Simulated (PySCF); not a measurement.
Molecule: SMILES [SiH2]1[SiH2][SiH2][SiH2][SiH2]1. Atoms near the plane z = 1.5 Å, at the GFN2-xTB optimised geometry (x, y, z in Å): Si1 (-1.9, -2.1, 1.2), Si4 (0.4, 0.7, 0.0), Si5 (-0.4, -0.4, 1.9), H6 (-3.3, -1.9, 1.7), H7 (-1.5, -3.4, 1.7), H12 (0.1, 2.1, 0.0), H13 (1.9, 0.7, 0.0), H14 (0.6, -0.9, 2.7), H15 (-1.1, 0.6, 2.8).

Computed with PBE0/def2-TZVP in PySCF. Cells within 0.4 Å of a nucleus heavier than hydrogen are left out (blank, or x). The values are rescaled to run from 0 to 1.

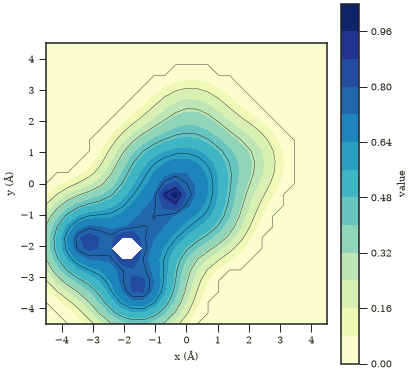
*a field on the plane z = 1.5 Å.*

Q: Which quantity is mapped?
A. electrostatic potential
B. log10 of the electron density
C. an orbital amplitude
D. deformation density (molecule minus spherical neutral atoms)

A: B, log10 of the electron density. In full: log10 of the electron density (e/bohr³), floored at −4.
